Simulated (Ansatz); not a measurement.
CH$_{2}$AlB (SMILES [BH-]1=[C+][AlH]1)

```yaml
atoms:
  - { symbol: C, position_ang: [-1.0443, -0.9320, -2.7568] }
  - { symbol: Al, position_ang: [-0.0908, -0.6018, -1.2943] }
  - { symbol: B, position_ang: [-1.0636, 0.3133, -3.3261] }
  - { symbol: H, position_ang: [-1.1586, 1.3207, -3.9201] }
  - { symbol: H, position_ang: [0.7238, -0.5261, 0.0443] }
```

Geometry: B3LYP-D3(BJ)/6-311G**.

Theory: Ansatz 0.2.0, isolated molecule in a Gaussian basis; Kohn-Sham density functional theory, functional PBE0.

### Predict the electron density and electron localisation function between the atoms.

C–B (1.37 Å): ρ is about 1.9 e/Å³ halfway; the ELF peaks at about 0.90 between the atoms (localised, covalent bonding).
C–Al (1.78 Å): ρ is about 0.77 e/Å³ halfway; the ELF peaks at about 0.80 in the valence shell of C, 0.7 Å from its nucleus, and is about 0.55 at the midpoint.
Al–B (2.43 Å): the density is about 0.57 e/Å³ at the midpoint; the ELF peaks at about 0.80 in the valence shell of B, 0.8 Å from its nucleus, and is about 0.70 at the midpoint.
B–H (1.17 Å): the density is about 1.3 e/Å³ at the midpoint; the ELF climbs to about 1 towards the hydrogen, as it does in any bond to H (a covalent bond by its length).

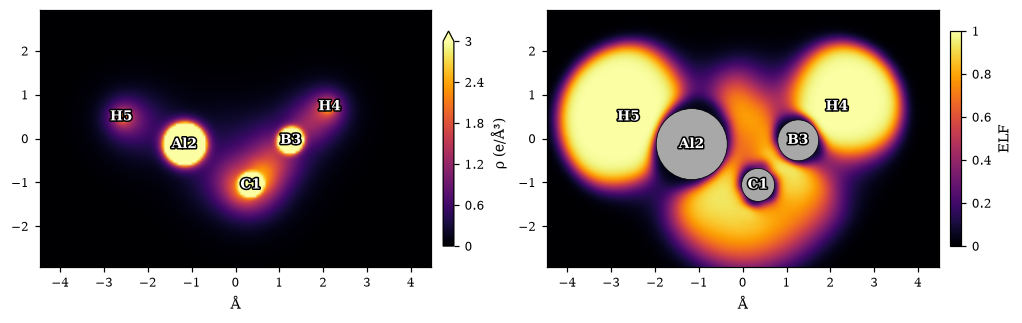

Computed electron density and electron localisation function on the molecular plane, in this order. Grey discs cover the atomic cores in the ELF map. 
